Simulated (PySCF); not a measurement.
```xyz
13

Ga    0.0007   -0.0034    0.0019
N    -0.1015   -0.0307    1.9323
H     0.3987   -0.8558    2.2705
H     0.4441    0.7531    2.2981
N     1.8169   -0.2058   -0.6268
H     2.3499    0.6234   -0.3562
H     1.8144   -0.1739   -1.6487
N    -0.7402    1.7035   -0.5176
H    -1.7056    1.7598   -0.1854
H    -0.8291    1.7214   -1.5359
N    -0.9662   -1.4835   -0.7780
H    -0.5441   -2.3563   -0.4532
H    -1.9072   -1.5040   -0.3788
```

Geometry: PBE0-D3(BJ)/def2-SVP.

Theory: CAM-B3LYP/def2-SVPD, SCF density, gas phase (PySCF 2.14.0).

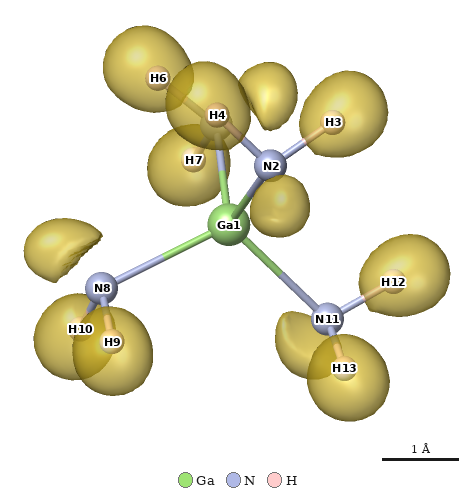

GaH8N4 (charge −1). Isosurface of the ELF at 0.9 (yellow), seen at a tilt. Core shells and regions of very low density are left out.

Describe the localisation domains.

Answer. The surface consists of eight regions around hydrogen nuclei and four lobes on N, pointing away from the bonds (lone pairs). Along the contacts the grid gives the following. Ga–N (1.93 Å): the ELF peaks at about 0.90 in the valence shell of N, 0.6 Å from its nucleus, and is about 0.40 at the midpoint. N–H (1.02 Å): the ELF climbs to about 1 towards the hydrogen, as it does in any bond to H; a covalent bond by its length.
